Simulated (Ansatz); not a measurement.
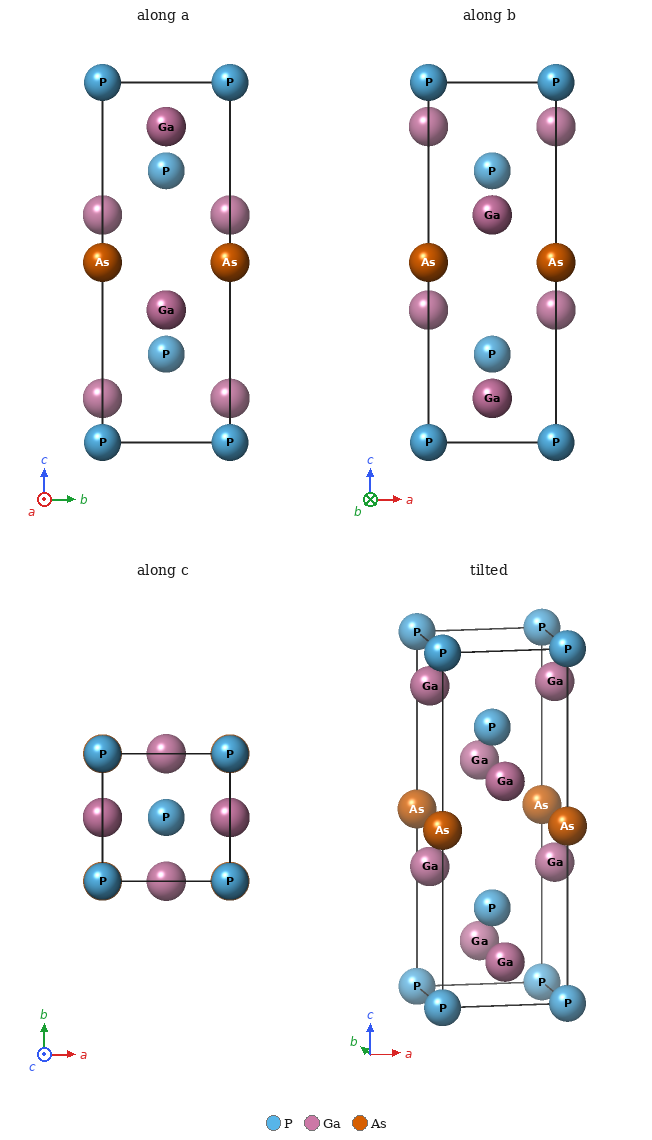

The crystal in a spheres-only representation, seen along the a axis, along the b axis, along the c axis and slightly off an axis. One conventional unit cell is framed, with atoms on its boundary repeated.

Lattice parameters: a = 3.9369 Å, b = 3.9369 Å, c = 11.1158 Å, α = 90.000°, β = 90.000°, γ = 90.000°.

Convert the drawing into a CIF with its space group and independent sites, with free fractional coordinates to two decimals.

Answer.
```cif
data_structure
_symmetry_space_group_name_H-M 'P -4 m 2'
_symmetry_Int_Tables_number 115
_cell_length_a 3.9369
_cell_length_b 3.9369
_cell_length_c 11.1158
_cell_angle_alpha 90.000
_cell_angle_beta 90.000
_cell_angle_gamma 90.000
_cell_volume 172.28
loop_
_atom_site_label
_atom_site_type_symbol
_atom_site_symmetry_multiplicity
_atom_site_Wyckoff_symbol
_atom_site_fract_x
_atom_site_fract_y
_atom_site_fract_z
_atom_site_occupancy
P1 P 2 f 0.50 0.50 0.25 1
Ga1 Ga 2 g 0.50 0.00 0.12 1
P2 P 1 a 0.00 0.00 0.00 1
Ga2 Ga 2 g 0.50 0.00 0.63 1
As1 As 1 d 0.00 0.00 0.50 1
```

The structure comes from a structure type filled with these elements by a generator (whether the compound takes this form wasn't checked). The final geometry of a relaxation with DFT, PBE, plane waves, PAW in Ansatz is shown.
